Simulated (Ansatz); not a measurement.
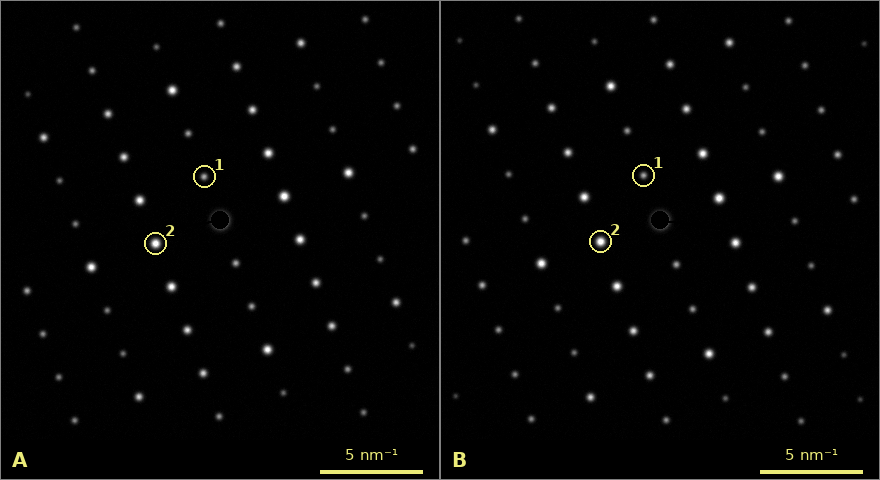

Kinematic electron diffraction patterns (120 kV, B = 0.5 Å², same scale) along [100] of the run's own cell, for the start and the end of one relaxation of AlCd2 with DFT PBE, scalar-relativistic, plane waves, PAW (Ansatz). k mesh 12×12×14. The start is a generated model structure, and the relaxation ends in the nearest stationary point of its symmetry, not necessarily the ground state. Spot 1 is 0 -1 0 and spot 2 is 0 0 -1 in both.

Start structure:

```yaml
crystal:
  lattice:
    - [4.93178, 0.00000, 0.00000]
    - [-2.46589, 4.27104, 0.00000]
    - [0.00000, 0.00000, 3.21506]
  atoms:
    - { symbol: Al, position: [0.00000, 0.00000, 0.00000] }
    - { symbol: Cd, position: [0.33333, 0.66667, 0.50000] }
    - { symbol: Cd, position: [0.66667, 0.33333, 0.50000] }
```

### Which pattern belongs to the start structure, and which to the relaxed one?

B is the start: its cell gives d(1) = 4.271 Å, d(2) = 3.215 Å and an angle of 90.0°. A is the relaxed structure, with d(1) = 4.406 Å (+3.2 %), d(2) = 2.963 Å (-7.9 %) and 90.0°.

### What did the relaxation do to the structure and the energy?

The volume changed by -1.9 % to 22.14 Å³ an atom; the fractional coordinates hardly changed; the space group stayed P6/mmm (No. 191); the free energy fell by 16 meV an atom. Relaxed cell: a = 5.088 Å, b = 5.088 Å, c = 2.963 Å, α = 90.00°, β = 90.00°, γ = 120.00°.
